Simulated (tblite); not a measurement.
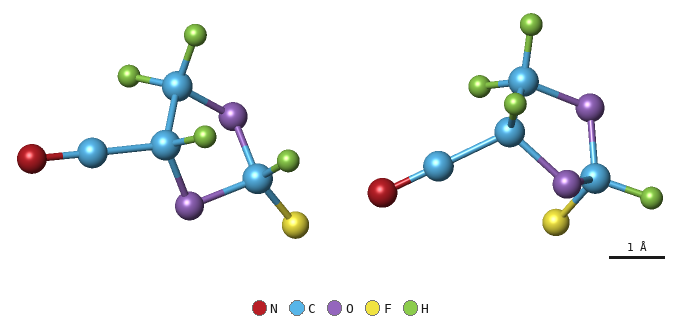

Two geometries of C₄H₄FNO₂, drawn at one scale. One is the start of a relaxation, the other its converged end. The picture is a ball-and-stick view, seen at a tilt.

Method: tblite 0.8.0, GFN2-xTB geometry optimisation, gas phase. 

Which one is relaxed?

The right one is the relaxed one. The energy falls by 97.1 kJ/mol in 70 geometry steps. The atom that moves furthest after the best rigid fit is the F atom (1.46 Å). Largest moves by element: F 1.46 Å, H 1.20 Å, O 1.20 Å, N 0.94 Å, C 0.37 Å. Some distances before and after: C–O 1.411 → 1.365 Å, C–C 1.518 → 1.554 Å, C–F 1.352 → 1.386 Å, C–C 1.422 → 1.454 Å. Bond angles that change, for instance: O–C–O 98.4° → 108.7°, C–O–C 98.6° → 106.7°, F–C–H 113.4° → 106.3°. Groups turn about C–O by about 95°, C–O by about 80°, C–O by about 70°. The run took 0.29 s on 1 thread of Arm Neoverse V2, on a shared host.
